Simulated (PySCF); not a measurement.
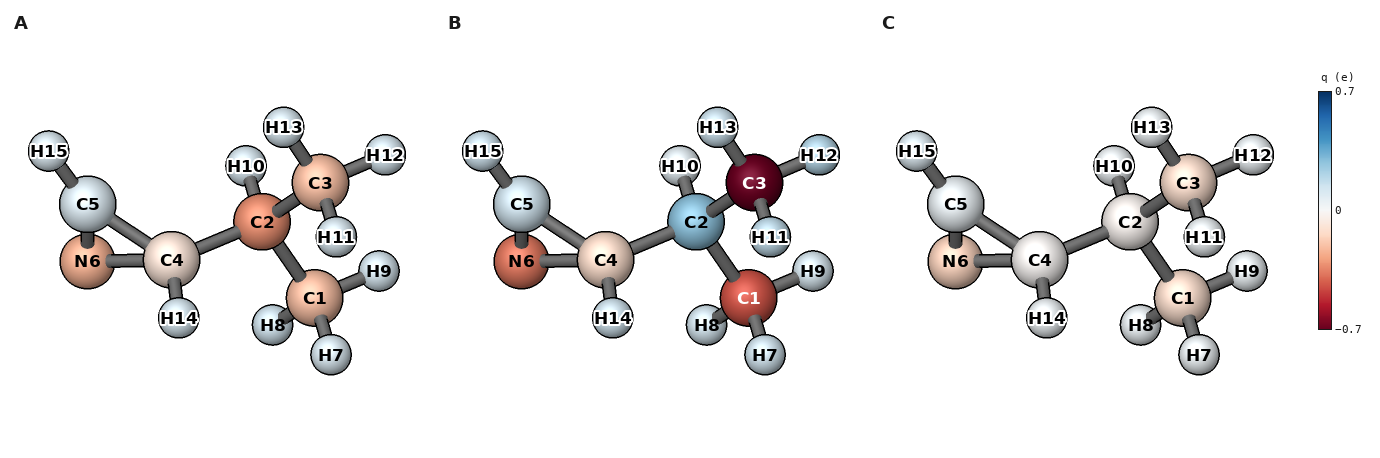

Atomic charges of one calculation by 3 schemes, on one colour scale. Computed geometry: GFN2-xTB optimisation. No frequency run is at hand to confirm it as a minimum. Computed with PBE0/pcSseg-1 (PySCF 2.14.0).

Question: The schemes are ESP-fitted, Hirshfeld, Mulliken. Which panel shows which?

Answer: A Mulliken, B ESP-fitted, C Hirshfeld.

List the charges (e), one line for each set of equivalent atoms.

```csv
atom,Mulliken,ESP-fitted,Hirshfeld
C1,−0.21,−0.44,−0.12
C2,−0.32,0.29,−0.03
C3,−0.21,−0.70,−0.12
C4,−0.09,−0.12,−0.01
C5,0.10,0.13,0.05
N6,−0.24,−0.37,−0.16
H7,0.10,0.13,0.04
H8,0.13,0.12,0.04
H9,0.11,0.11,0.04
H10,0.10,0.07,0.03
H11,0.10,0.17,0.04
H12,0.11,0.20,0.04
H13,0.11,0.14,0.04
H14,0.11,0.13,0.03
H15,0.10,0.14,0.09
```
